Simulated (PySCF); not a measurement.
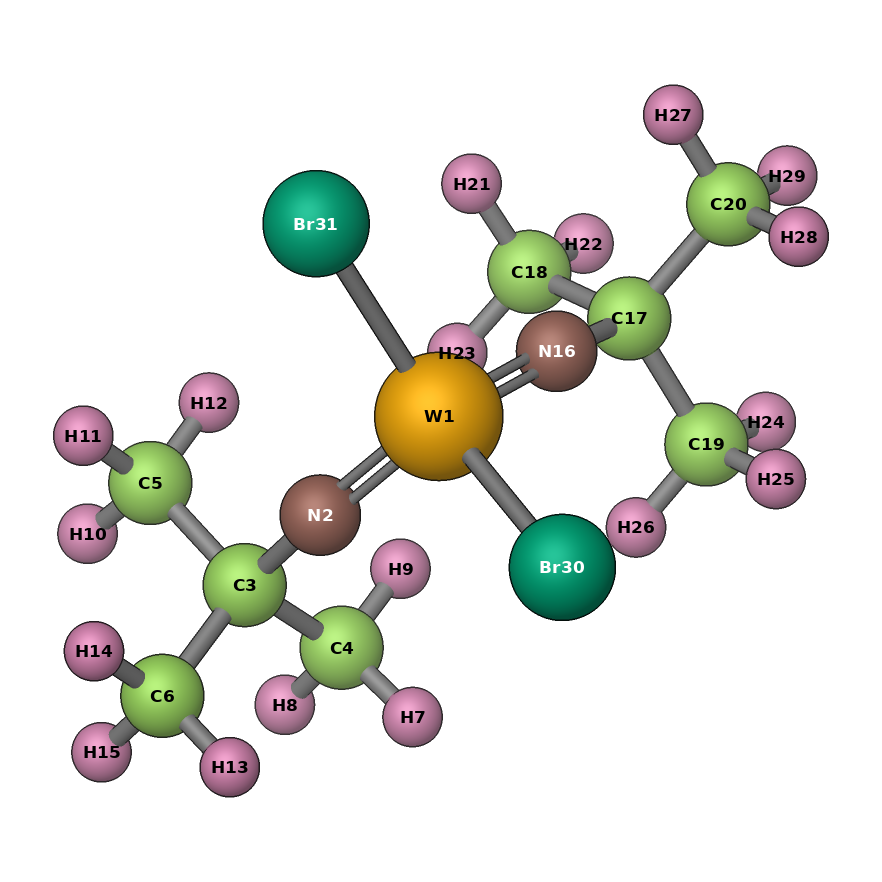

Charge 0, singlet. Computed geometry: PBE0-D3(BJ)/def2-SVP optimisation. No frequency run is at hand to confirm it as a minimum.

Describe the coordination of atom 4.

Answer. C4 has 4 neighbours (C3 at 1.53, H7 at 1.10, H8 at 1.10, H9 at 1.10 Å); the arrangement is tetrahedral.

Describe the coordination of atom 5.

Answer. C5 has 4 neighbours (C3 at 1.53, H10 at 1.10, H11 at 1.10, H12 at 1.10 Å); the arrangement is tetrahedral.

Describe the coordination of atom 17.

Answer. C17 has 4 neighbours (N16 at 1.44, C18 at 1.53, C19 at 1.53, C20 at 1.53 Å); the arrangement is tetrahedral.

How are the neighbours of atom 3 arranged?

Answer. C3 has 4 neighbours (N2 at 1.44, C4 at 1.53, C5 at 1.53, C6 at 1.53 Å); the arrangement is tetrahedral.
